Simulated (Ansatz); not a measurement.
# Debugging a many-body input for BaNaBr3 (cubic perovskite) (Pm-3m)

What is wrong with this input for BaNaBr3 (cubic perovskite) (Pm-3m)?

Method: G0W0 on PBE, plane waves, PAW, in Ansatz 0.2.0.

The structure was built from a prototype and need not be the compound's stable phase.

**1. Starting point**

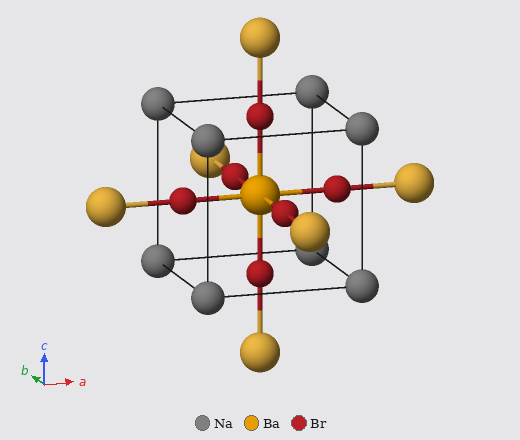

Start, viewed slightly off an axis; sodium grey, barium orange, bromine red. Some periodic images of atoms are drawn too.

The structure was relaxed with PBE. The structure type comes from a generator and need not be one that this composition takes. The runs that relaxed it are not among those shown. Spin-orbit coupling is left out unless a step names it. The default PAW set here is soft_2. Its files were made with PBE.

**2. First try**

Input file input.yaml:

```yaml
crystal:
  lattice:
    - [6.2793234105, 0.0, 0.0]
    - [0.0, 6.2793234105, 0.0]
    - [0.0, 0.0, 6.2793234105]
  atoms:
    - { symbol: Na, position: [0.0, 0.0, 0.0] }
    - { symbol: Ba, position: [0.5, 0.5, 0.5] }
    - { symbol: Br, position: [0.5, 0.5, 0.0] }
    - { symbol: Br, position: [0.5, 0.0, 0.5] }
    - { symbol: Br, position: [0.0, 0.5, 0.5] }
kpoints:
  mp_grid: { grid: [2, 2, 2] }
hamiltonian:
  xc: pbe
scf:
  occupations: { method: fixed }
gw:
  n_empty_bands: 261
  ecut_chi: 60
  qp_bands: [v2, c2]
  qp_kpoints: band_edges
  screening: { model: contour_deformation }
  q_mesh: [3, 3, 3]
```

Launch:

```bash
> ansatz run input.yaml --threads 4 --pin off --max-ram 17510MiB --backend cpu --events-out ev --progress --plain --runs-dir out
```

Numbers of over 12 decimals in the logs are rounded to 6 here.

The log of the run:

```text
Error: 3 input errors — fix all and re-run
  1. invalid value for `gw.q_mesh`: axis 0: q-mesh dimension 3 must divide 2, the k-mesh dimension that kpoints.mp_grid.grid gives — every k−q must land on a point of the k-mesh
  2. invalid value for `gw.q_mesh`: axis 1: q-mesh dimension 3 must divide 2, the k-mesh dimension that kpoints.mp_grid.grid gives — every k−q must land on a point of the k-mesh
  3. invalid value for `gw.q_mesh`: axis 2: q-mesh dimension 3 must divide 2, the k-mesh dimension that kpoints.mp_grid.grid gives — every k−q must land on a point of the k-mesh
```

Elapsed: 0.02 s, on 4 threads of Arm Neoverse V1, shared host; peak memory 0.031 GiB.

**What went wrong?**

The program refused the input before any cycle.

The program's message: “Error: 3 input errors — fix all and re-run”

The fault: q mesh that doesn't divide the k mesh. Each q must join two points of the k mesh.

**3. A better input**

Now the one-shot GW correction: screening in the RPA, then the self-energy of the levels asked for.

input.yaml, as its differences from that of step 2:

```diff
@@ -18,4 +18,4 @@
 gw:
-  n_empty_bands: 261
-  ecut_chi: 60
+  n_empty_bands: 343
+  ecut_chi: 72
   qp_bands: [v2, c2]
@@ -23,2 +23 @@
   screening: { model: contour_deformation }
-  q_mesh: [3, 3, 3]
```

The log of the run:

```text
[...]
Crystal: 5 atoms, lattice volume = 247.593 Å³
Basis set: ecut = 420 eV, 4945 PW (Γ)
Bands: 25, of which v1, the nominal top of the filled ones, is band 20 counted from 1 (19 counted from 0)
Symmetry: 48 space group operations
[...]
k-points: 4 of 8
[...]
SCF iter   1: F=—  HF=-15793.817499 eV  |F-HF|=—  |Δ(HF+E_count)|=         —  Δρ=7.47e-4  dr2=2.09e-3  ethr=1.77e-3  ⟨swp⟩=5.2  Hψ=447  notcnv=0  defer=9
[...]
SCF iter   6: F=-15793.814955 eV  HF=-15793.814955 eV  |F-HF|=5.55e-8  |Δ(HF+E_count)|=   4.05e-7  Δρ=2.77e-6  dr2=1.56e-8  ethr=2.50e-10  ⟨swp⟩=14.0  Hψ=528  notcnv=0
SCF 1 converged in 6 iterations: F = -15793.814955 eV  dr2 = 1.56e-8
[...]
NSCF: frozen V_eff on 4 k-points
G₀W₀ screening: q 1/4
[... further progress lines ...]
SCF converged after 6 iterations
Free energy (F): -15793.814955 eV
[...]
Internal energy: -15793.814955 eV  (E = F + TS)
[...]
0    19     -0.2007   -19.7473     2.4225   -15.9116  0.7785    -1.6590    -1.6139  root
     0    20     -0.2007   -19.7473     2.4225   -15.9116  0.7785    -1.6590    -1.6139  root
     0    21      2.8207    -2.2042    -2.4275    -5.3059  0.8523     3.5017     3.4949  root
     0    22      5.0630    -4.9405    -3.3509    -9.2533  0.8225     6.0393     6.0248  root
     1    19     -0.2371   -19.6593     2.4374   -15.7974  0.7776    -1.7083    -1.6616  root
     1    20     -0.2371   -19.6593     2.4374   -15.7974  0.7776    -1.7083    -1.6616  root
     1    21      3.7791    -3.3051    -2.4468    -6.6301  0.8399     4.6721     4.6573  root
     1    22      4.8697    -2.8138    -2.6622    -6.0273  0.8420     5.4259     5.4210  root
[...]
3    19     -0.0293   -19.2929     2.4326   -15.4313  0.7739    -1.5064    -1.4583  root
     3    20     -0.0293   -19.2929     2.4326   -15.4313  0.7739    -1.5064    -1.4583  root
     3    21      3.5547    -1.7742    -2.4655    -5.0738  0.8496     4.4013     4.3888  root
     3    22      6.7385    -4.9522    -2.9619    -8.7512  0.8136     7.5920     7.5755  root
[key lines of the parts left out:]
Fermi energy:    -0.029305 eV
```

Run time: 18 s. Hardware: 4 threads; peak memory 1.6 GiB.

Reading the cycles: dr2 is the Hartree energy of the density residual (eV), the measure of convergence; HF is the Harris–Foulkes estimate of the energy, which meets the free energy F at convergence.

Numbers from this step:

* bands summed: 363
* RPA ε∞ on this mesh (eigenvalues): 2.550, 2.550, 2.550
* plane waves in the screening matrix: 341
* q-points in the mesh: 8
* G0W0 gap on the mesh: 4.953 eV
* k of the valence top: -0.5, -0.5, -0.5
* k of the conduction bottom: 0, 0, 0
* starting gap on the mesh: 2.850 eV
* Z at the valence top: 0.7739
* Z at the conduction bottom: 0.8523
* least direct G0W0 gap on the computed points: 5.109 eV

The gap on the mesh goes from 2.85 eV to 4.95 eV, a correction of +2.10 eV. Between the two edge states, bare exchange in place of the xc potential would open the gap by 6.96 eV, and correlation takes back 4.86 eV.

**4. Outcome**

| Item | Value |
| --- | --- |
| first try | refused after 0.02 s |
| better run | G0W0 gap on the mesh 4.95 eV (2×2×2 mesh, 343 empty bands, screening to 72 eV) |

The second run differs in: empty bands, screening cutoff (eV) and q mesh. Bands and cutoff are finite, so the gap is not at the basis limit. The miss can reach some tenths of an eV and take either sign; the mesh is an error of its own. The 2×2×2 mesh is coarse for this cell (its supercell is 13 Å along the shortest edge). The RPA ε∞ on it, from the PBE start, is 2.55; such meshes misread the long-range screening, most where the gap is narrow. This is the ideal cubic cell; many perovskites, halides above all, are cubic only on average, and local tilts or off-centring can widen the gap. The many-body steps are scalar-relativistic: spin-orbit coupling is not in them.

[Paths, hosts, dates, memory and timing lines, banners, echoed tables and standing remarks are left out of the program output.]

[Logs are printed without paths, hosts, clocks, repeated set-up lines and the standing remarks that a program may print on its own settings, such as how far it seeks lower states.]

[Runs of the session that timed out or met a known fault of the program may be left out.]

[Cells called generated may have been cut or substituted from an entry of the Crystallography Open Database or the Materials Project.]

[Hosts, paths, dates, database ids (printed as entryN), source tags and the programs' standing remarks are cut or masked in the printed files.]
